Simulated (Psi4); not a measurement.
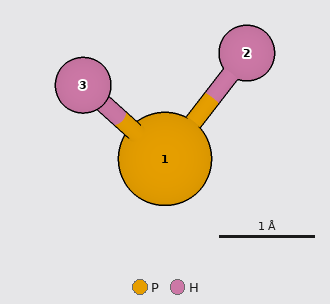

*The input geometry (ball-and-stick view, seen at a tilt; atoms are numbered from 1 in the order of the input).*

**PH2: geometry relaxation (part 1 of 3)**

- system: PH2, multiplicity 2
- method: r2SCAN/cc-pVDZ, UKS (Psi4 1.11)

The geometry comes from this level: PBE0-D4/def2-TZVP.

## Input (h2p.py)
```python
import psi4

psi4.set_memory(1600000000)
psi4.set_num_threads(1)
psi4.core.set_output_file('psi4.out', False)

m = psi4.geometry("""
0 2
P      0.525730    -0.309370     0.258210
H      0.114640     1.051490     0.176750
H     -0.640370    -0.742120    -0.434970
symmetry c1
""")

psi4.set_options({
    'basis': 'cc-pVDZ',
    'reference': 'uks',
    'puream': True,
    'scf_type': 'pk',
    'dft_radial_points': 35,
    'dft_spherical_points': 110,
    'g_convergence': 'gau_tight',
    'geom_maxiter': 50,
    'maxiter': 100,
})

energy_value = psi4.optimize("r2scan", molecule=m)
print(f'total energy {energy_value:.8f} hartree = {energy_value * 27.211386:.5f} eV')
print(m.to_string(dtype='xyz', units='Angstrom'))
for k, v in sorted(psi4.core.scalar_variables().items()):
    print(f'{k:45s} {v:18.10f}')
```

Machine: 1 thread of Intel Xeon @ 2.70GHz, 189 GiB of memory available, shared host.

Command:
```bash
python h2p.py
```

## Output
```
gradient() will perform analytic gradient computation.

   => Loading Basis Set <=

    Name: CC-PVDZ
    Role: ORBITAL
    Keyword: BASIS

         ---------------------------------------------------------
                                   SCF
                              UKS Reference
                        1 Threads,   1525 MiB Core
         ---------------------------------------------------------

  ==> Geometry <==

    Molecular point group: c1
    Full point group: Cs

    Geometry (in Angstrom), charge = 0, multiplicity = 2:

       Center              X                  Y                   Z               Mass
    ------------   -----------------  -----------------  -----------------  -----------------
         P            0.053614617855    -0.028479080035    -0.000000000000    30.973761998420
         H           -0.345407113057     1.338397767951    -0.000000000000     1.007825032230
         H           -1.302345582071    -0.463142422308     0.000000000000     1.007825032230

  Running in c1 symmetry.

  Rotational constants: A =      9.02270  B =      8.03923  C =      4.25131 [cm^-1]
  Rotational constants: A = 270493.81723  B = 241010.12787  C = 127451.11763 [MHz]
  Nuclear repulsion =   11.408385682516982

  Charge       = 0
  Multiplicity = 2
  Electrons    = 17
  Nalpha       = 9
  Nbeta        = 8

  ==> Algorithm <==

  SCF Algorithm Type is PK.
  DIIS enabled.
  MOM disabled.
  Fractional occupation disabled.
  Guess Type is SAD.
  Energy threshold   = 1.00e-08
  Density threshold  = 1.00e-08
  Integral threshold = 1.00e-12

  ==> Primary Basis <==

  Basis Set: CC-PVDZ
    Blend: CC-PVDZ
    Number of shells: 14
    Number of basis functions: 28
    Number of Cartesian functions: 29
    Spherical Harmonics?: true
    Max angular momentum: 2

  ==> DFT Potential <==

   => LibXC <=

    Version 7.1.2

   => Composite Functional: R2SCAN <=

    r2SCAN Meta-GGA XC Functional  (0.1021/acs.jpclett.0c02405)

    Deriv               =              1
    GGA                 =           TRUE
    Meta                =           TRUE

    Exchange Hybrid     =          FALSE
    MP2 Hybrid          =          FALSE

   => Exchange Functionals <=

    1.0000   XC_MGGA_X_R2SCAN

   => Correlation Functionals <=

    1.0000   XC_MGGA_C_R2SCAN

   => LibXC Density Thresholds  <==

    XC_MGGA_C_R2SCAN:  1.00E-15
    XC_MGGA_X_R2SCAN:  1.00E-11

   => Molecular Quadrature <=

    Radial Scheme          =       TREUTLER
    Pruning Scheme         =           NONE
    Nuclear Scheme         =       TREUTLER

    Blocking Scheme        =         OCTREE
    BS radius alpha        =              1
    Pruning alpha          =              1
    Radial Points          =             35
    Spherical Points       =            110
    Total Points           =          11261
    Total Blocks           =            121
    Max Points             =            251
    Max Functions          =             28
    Weights Tolerance      =       1.00E-15

  ==> Integral Setup <==

  Using in-core PK algorithm.
   Calculation information:
      Number of atoms:                   3
      Number of AO shells:              14
      Number of primitives:             60
      Number of atomic orbitals:        29
      Number of basis functions:        28

      Integral cutoff                 1.00e-12
      Number of threads:                 1

  Performing in-core PK
  Using 165242 doubles for integral storage.
  We computed 5565 shell quartets total.
  Whereas there are 5565 unique shell quartets.

  ==> DiskJK: Disk-Based J/K Matrices <==

    J tasked:                  Yes
    K tasked:                   No
    wK tasked:                  No
    Memory [MiB]:             1120
    Schwarz Cutoff:          1E-12

  Cached 100.0% of DFT collocation blocks in 0.023 [GiB].

  Minimum eigenvalue in the overlap matrix is 2.6052185447E-02.
  Reciprocal condition number of the overlap matrix is 7.5283050934E-03.
    Using symmetric orthogonalization.

  ==> Pre-Iterations <==

  SCF Guess: Superposition of Atomic Densities via on-the-fly atomic UHF (no occupation information).

   -------------------------
    Irrep   Nso     Nmo
   -------------------------
     A         28      28
   -------------------------
    Total      28      28
   -------------------------

  ==> Iterations <==

                        Total Energy        Delta E     RMS |[F,P]|

   @UKS iter SAD:  -342.19569393557595   -3.42196e+02   0.00000e+00
   @UKS iter   1:  -342.44707585451488   -2.51382e-01   6.29061e-03 DIIS/ADIIS
   @UKS iter   2:  -342.46139897630371   -1.43231e-02   4.19391e-03 DIIS/ADIIS
   @UKS iter   3:  -342.47083472177422   -9.43575e-03   5.70617e-04 DIIS/ADIIS
   @UKS iter   4:  -342.47104182821261   -2.07106e-04   1.96390e-04 DIIS/ADIIS
   @UKS iter   5:  -342.47107003288176   -2.82047e-05   2.39525e-05 DIIS
   @UKS iter   6:  -342.47107059856768   -5.65686e-07   4.72041e-06 DIIS
   @UKS iter   7:  -342.47107063110417   -3.25365e-08   9.88842e-07 DIIS
   @UKS iter   8:  -342.47107063312063   -2.01646e-09   1.51478e-07 DIIS
   @UKS iter   9:  -342.47107063317242   -5.17844e-11   1.52545e-08 DIIS
   @UKS iter  10:  -342.47107063317264   -2.27374e-13   3.85774e-09 DIIS
  Energy and wave function converged.

  ==> Post-Iterations <==

   Electrons on quadrature grid:
      Nalpha   =    8.9998915654 ; deviation = -1.084e-04
      Nbeta    =    7.9999024410 ; deviation = -9.756e-05
      Ntotal   =   16.9997940063 ; deviation = -2.060e-04

   @Spin Contamination Metric:   7.094014804E-03
   @S^2 Expected:                7.500000000E-01
   @S^2 Observed:                7.570940148E-01
   @S   Expected:                5.000000000E-01
   @S   Observed:                5.000000000E-01

    Orbital Energies [Eh]
    ---------------------

    Alpha Occupied:

       1A    -76.780335     2A     -6.483037     3A     -4.633206
       4A     -4.627101     5A     -4.623881     6A     -0.606066
       7A     -0.360551     8A     -0.283928     9A     -0.233066

    Alpha Virtual:

      10A      0.016529    11A      0.042816    12A      0.303379
      13A      0.315024    14A      0.400545    15A      0.403375
      16A      0.404077    17A      0.412989    18A      0.417024
      19A      0.546625    20A      0.593714    21A      0.750764
      22A      0.898647    23A      1.353234    24A      1.381749
      25A      1.480031    26A      1.575845    27A      2.015825
      28A      2.047798

    Beta Occupied:

       1A    -76.775460     2A     -6.479077     3A     -4.623895
       4A     -4.620941     5A     -4.620659     6A     -0.569240
       7A     -0.354076     8A     -0.268829

    Beta Virtual:

       9A     -0.129709    10A      0.021002    11A      0.062592
      12A      0.316840    13A      0.352627    14A      0.407907
      15A      0.429913    16A      0.457338    17A      0.462460
      18A      0.470731    19A      0.555302    20A      0.609471
      21A      0.785419    22A      0.897616    23A      1.340625
      24A      1.377780    25A      1.481530    26A      1.563359
      27A      2.004434    28A      2.037042

    Final Occupation by Irrep:
              A
    DOCC [     8 ]
    SOCC [     1 ]
    NA   [     9 ]
    NB   [     8 ]

  @UKS Final Energy:  -342.47107063317264

   => Energetics <=

    Nuclear Repulsion Energy =             11.4083856825169825
    One-Electron Energy =                -495.5920910999824969
    Two-Electron Energy =                 165.6186532568780194
    DFT Exchange-Correlation Energy =     -23.9060184725851990
    Empirical Dispersion Energy =           0.0000000000000000
    VV10 Nonlocal Energy =                  0.0000000000000000
    Total Energy =                       -342.4710706331726442

  UHF NO Occupations:
  HONO-2 :    7  A 1.9996906
  HONO-1 :    8  A 1.9968764
  HONO-0 :    9  A 1.0000000
  LUNO+0 :   10  A 0.0031236
  LUNO+1 :   11  A 0.0003094
  LUNO+2 :   12  A 0.0001182
  LUNO+3 :   13  A 0.0000006

Computation Completed

Properties will be evaluated at   0.000000,   0.000000,   0.000000 [a0]

Properties computed using the SCF density matrix

 Multipole Moments:

 ------------------------------------------------------------------------------------
     Multipole            Electronic (a.u.)      Nuclear  (a.u.)        Total (a.u.)
 ------------------------------------------------------------------------------------

 L = 1.  Multiply by 2.5417464519 to convert [e a0] to [Debye]
 Dipole X            :          1.3157672           -1.5940472           -0.2782800
 Dipole Y            :         -0.6989125            0.8467280            0.1478155
 Dipole Z            :          0.0000000            0.0000000            0.0000000
 Magnitude           :                                                    0.3151018

 ------------------------------------------------------------------------------------

	total time  =          2 seconds =       0.03 minutes

         ------------------------------------------------------------
                                   SCF GRAD
         ------------------------------------------------------------

  ==> Geometry <==

    Molecular point group: c1
    Full point group: Cs

    Geometry (in Angstrom), charge = 0, multiplicity = 2:

       Center              X                  Y                   Z               Mass
    ------------   -----------------  -----------------  -----------------  -----------------
         P            0.053614617855    -0.028479080035    -0.000000000000    30.973761998420
         H           -0.345407113057     1.338397767951    -0.000000000000     1.007825032230
         H           -1.302345582071    -0.463142422308     0.000000000000     1.007825032230

  Nuclear repulsion =   11.408385682516982

  ==> Basis Set <==

  Basis Set: CC-PVDZ
    Blend: CC-PVDZ
    Number of shells: 14
    Number of basis functions: 28
    Number of Cartesian functions: 29
    Spherical Harmonics?: true
    Max angular momentum: 2

  ==> DirectJKGrad: Integral-Direct SCF Gradients <==

    Gradient:                    1
    J tasked:                  Yes
    K tasked:                   No
    wK tasked:                  No
    Integrals threads:           1
    Schwarz Cutoff:          1E-12

   => Molecular Quadrature <=

    Radial Scheme          =       TREUTLER
    Pruning Scheme         =           NONE
    Nuclear Scheme         =       TREUTLER

    Blocking Scheme        =         OCTREE
    BS radius alpha        =              1
    Pruning alpha          =              1
    Radial Points          =             35
    Spherical Points       =            110
    Total Points           =          11261
    Total Blocks           =            121
    Max Points             =            251
    Max Functions          =             28
    Weights Tolerance      =       1.00E-15

  -Total Gradient:
     Atom            X                  Y                   Z
    ------   -----------------  -----------------  -----------------
       1       -0.008647187160     0.004591975300     0.000000000000
       2        0.001948180414    -0.005269519647     0.000000000000
       3        0.005458405974     0.001336656906     0.000000000000

	total time  =          1 seconds =       0.02 minutes

    			-----------------------------------------

    			 OPTKING 3.0: for geometry optimizations

    			        with contributions from

    			-----------------------------------------

	                            ===> Fragment 1 <==

	 Z (Atomic Numbers)          Masses                          Geom
	      15.000000            30.973762          0.10131694 -0.05381766 -0.00000000
	       1.000000             1.007825         -0.65272485  2.52920523 -0.00000000
	       1.000000             1.007825         -2.46107647 -0.87521234  0.00000000

	 - Coordinate -           - BOHR/RAD -       - ANG/DEG -
	 R(1,2)           =         2.690834           1.423928
	 R(1,3)           =         2.690827           1.423924
	 B(2,1,3)         =         1.596975          91.499949

	        --- Internal Coordinate Step in ANG or DEG, aJ/ANG or AJ/DEG ---
	-------------------------------------------------------------------------------
	           Coordinate      Previous         Force          Change          New
	           ----------      --------        ------          ------        ------
	               R(1,2)       1.42393        0.04886        0.01513       1.43906
	               R(1,3)       1.42392        0.04888        0.01514       1.43906
	             B(2,1,3)      91.49995       -0.00015       -0.70071      90.79924
	-------------------------------------------------------------------------------

	                                 ==> Convergence Check <==

	Measures of convergence in internal coordinates in au.

	Criteria marked as inactive (o), active & met (*), and active & unmet ( ).

	----------------------------------------------------------------------------------------------~
	   Step    Total Energy     Delta E     Max Force     RMS Force      Max Disp      RMS Disp   ~
	----------------------------------------------------------------------------------------------~
	  Convergence Criteria              o    1.50e-05 *    1.00e-05 *    6.00e-05 *    4.00e-05 *~
	----------------------------------------------------------------------------------------------~
	     1    -342.47107063   -3.42e+02 o    5.93e-03      4.97e-03      2.86e-02      2.44e-02    ~
	----------------------------------------------------------------------------------------------

Next Geometry in Ang
	Fragment 1 (Ang)

	    P   0.0635334646  -0.0337462432  -0.0000000000
	    H  -0.3481694892   1.3451661145  -0.0000000000
	    H  -1.3095020527  -0.4646436057   0.0000000000

    Structure for next step:
    Molecular point group: c1
    Full point group: Cs

    Geometry (in Angstrom), charge = 0, multiplicity = 2:

    P            0.054523678802    -0.028961814813    -0.000000000000
    H           -0.357179274993     1.349950542819    -0.000000000000
    H           -1.318511838532    -0.459859177379     0.000000000000

gradient() will perform analytic gradient computation.

  ==> Geometry <==

    Molecular point group: c1
    Full point group: Cs

    Geometry (in Angstrom), charge = 0, multiplicity = 2:

       Center              X                  Y                   Z               Mass
    ------------   -----------------  -----------------  -----------------  -----------------
         P            0.054523678802    -0.028961814813    -0.000000000000    30.973761998420
         H           -0.357179274993     1.349950542819    -0.000000000000     1.007825032230
         H           -1.318511838532    -0.459859177379     0.000000000000     1.007825032230
```
